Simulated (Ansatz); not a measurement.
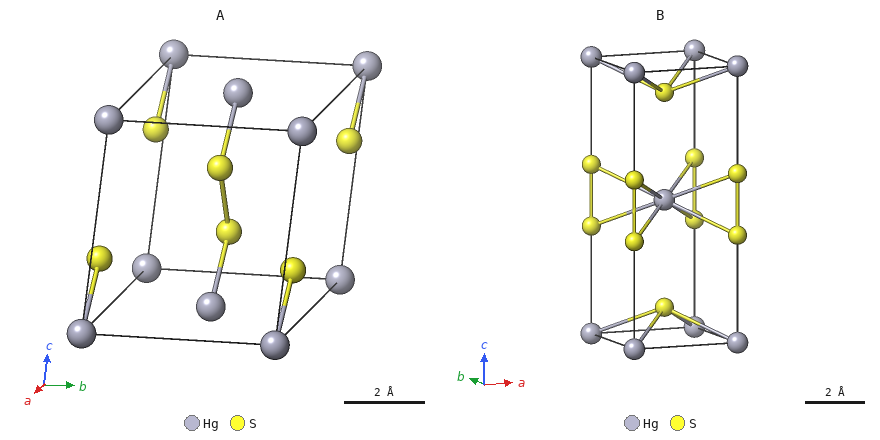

Two structures of HgS₂, each relaxed to rest (conventional cells in solid outline, small ones repeated, not to one scale). Method: DFT PBE, scalar-relativistic, plane waves, PAW in Ansatz 0.2.0, without spin polarisation.

What structure does each panel show?

Answer. A: 6 atoms a cell on a base-centred monoclinic lattice, C2/m. B: 6 atoms a cell on a body-centred tetragonal lattice, I4/mmm.

Which of the two does the method prefer?

Answer. A is lower, by 452 meV/atom at this level of theory (energies at zero smearing). Volumes: A 27.6, B 23.6 Å³/atom.

One or both may be structure types tried for this composition rather than known phases.
